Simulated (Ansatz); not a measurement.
## Electronic structure of FNOSi (SMILES [O-][N+]#[Si]F) in real space

Input

```
crystal:
  periodic: [false, false, false]
  atoms:
    - {symbol: F, position_ang: [-0.150546, 1.594092, -0.038502]}
    - {symbol: N, position_ang: [-0.700247, -0.857028, 0.529692]}
    - {symbol: O, position_ang: [-1.147408, -1.798485, 1.066553]}
    - {symbol: Si, position_ang: [0.189112, 0.096182, -0.603273]}
basis:
  gaussian: {orbitals: def2-TZVPD}
magnetization: {spin_polarized: false}
hamiltonian: {xc: {name: PBE0}}
output: {forces: true, orbitals: {seedname: orbitals}}
```

Launched as:

```sh
ansatz run input.yaml --threads 1 --pin off --max-ram 2610MiB --events-out events.jsonl --progress --plain --runs-dir runs
```

Geometry: PBE0-D3(BJ)/def2-SVP.

Method: isolated molecule in a Gaussian basis; Kohn-Sham density functional theory, functional PBE0 in Ansatz.

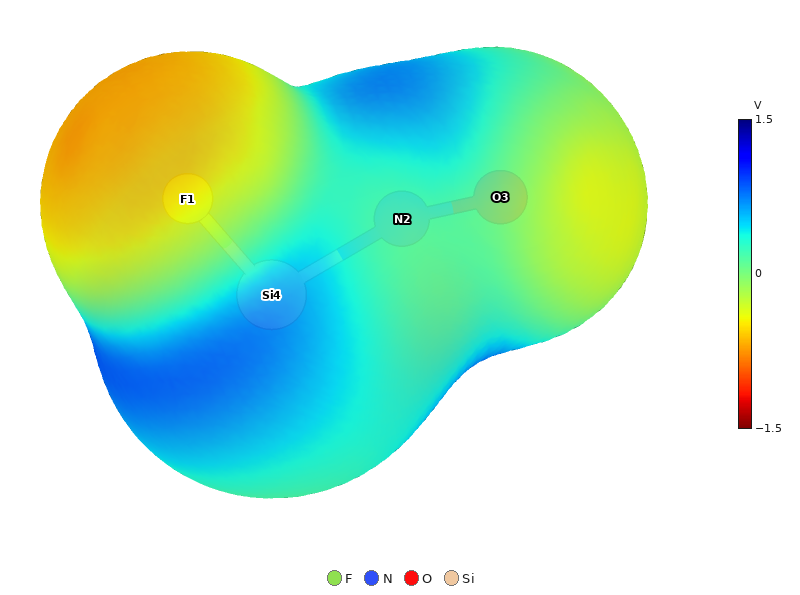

Figure 1. The electrostatic potential painted on the density surface at 0.001 e/bohr³, seen at a tilt; red is negative and blue positive.

### Where is the surface potential most negative and most positive?

The most negative region (about −0.7 V) lies over F1, the most positive (about +1.0 V) over N2 and Si4.

### What dipole moment does the calculation give?

Its dipole moment is 0.85 D.

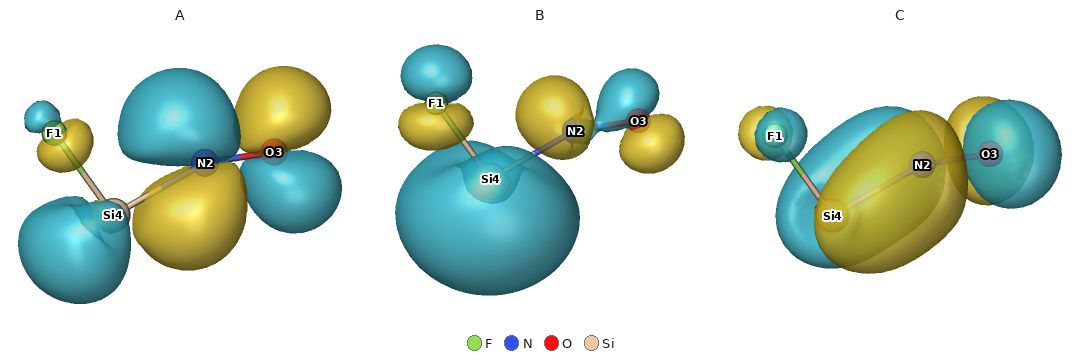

Figure 2. Three frontier orbitals at ±0.1 Å⁻³ᐟ² (yellow and cyan are the two phases), in no order.

### Which picture is the HOMO−1, the HOMO and the LUMO?

B is the HOMO−1 (−8.52 eV). By Hirshfeld shares it lies mainly on Si4 (about 75 %), F1 (about 10 %), N2 (about 10 %) and O3 (about 5 %); it is symmetric in the molecular plane (an in-plane orbital: σ, lone-pair or in-plane π type). C is the HOMO (−6.69 eV). By Hirshfeld shares it lies mainly on O3 (about 35 %), N2 (about 35 %) and Si4 (about 25 %); it changes sign across the molecular plane (π type); π-bonding across N2–Si4; π-antibonding (a node) across N2–O3. A is the LUMO (−3.98 eV). It lies mainly on N2 (about 40 %), O3 (about 35 %) and Si4 (about 20 %); it is symmetric in the molecular plane (an in-plane orbital: σ, lone-pair or in-plane π type).

### What is the HOMO–LUMO gap?

2.71 eV between the orbital energies.

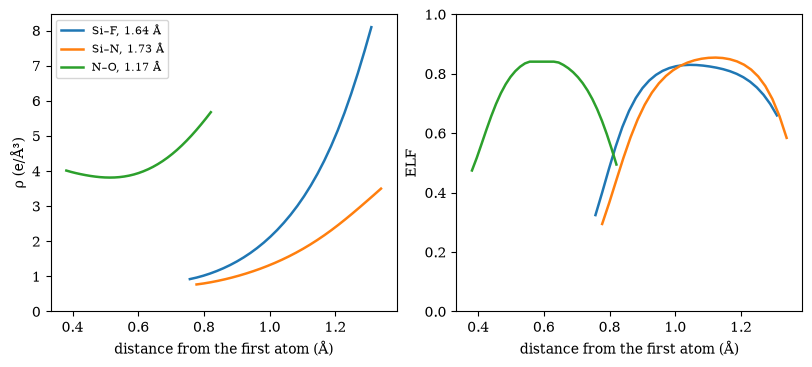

Figure 3. Electron density and ELF along straight lines between neighbouring atoms. The curves leave out the atomic cores.

### Compare the contacts.

Si–F (1.64 Å): ρ is about 1.1 e/Å³ halfway; the ELF peaks at about 0.85 in the valence shell of F, 0.6 Å from its nucleus, and is about 0.55 at the midpoint.
Si–N (1.73 Å): the density is about 0.92 e/Å³ at the midpoint; the ELF peaks at about 0.85 between the atoms: a shared but strongly polarised pair.
N–O (1.17 Å): ρ is about 3.9 e/Å³ halfway; the ELF peaks at about 0.85 between the atoms; a multiple bond.

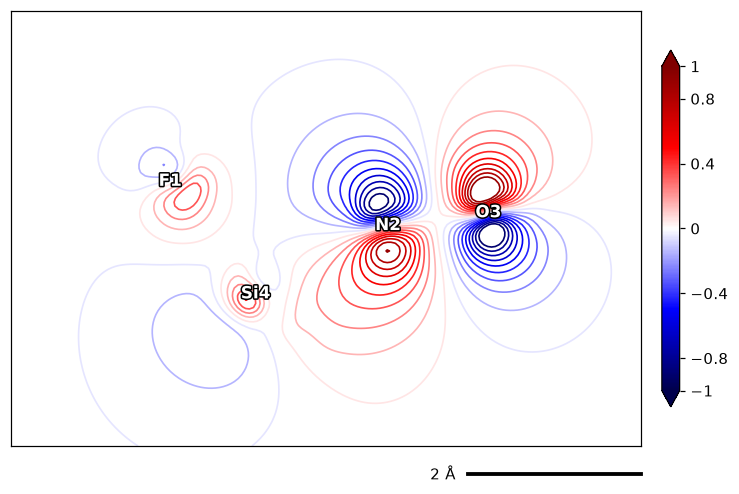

Figure 4. The LUMO on the molecular plane (values in Å⁻³ᐟ²; the overall sign is arbitrary).

### What is the character of this orbital?

By Hirshfeld shares it lies mainly on N2 (about 40 %), O3 (about 35 %) and Si4 (about 20 %); it is symmetric in the molecular plane (an in-plane orbital: σ, lone-pair or in-plane π type). Its energy is −3.98 eV.
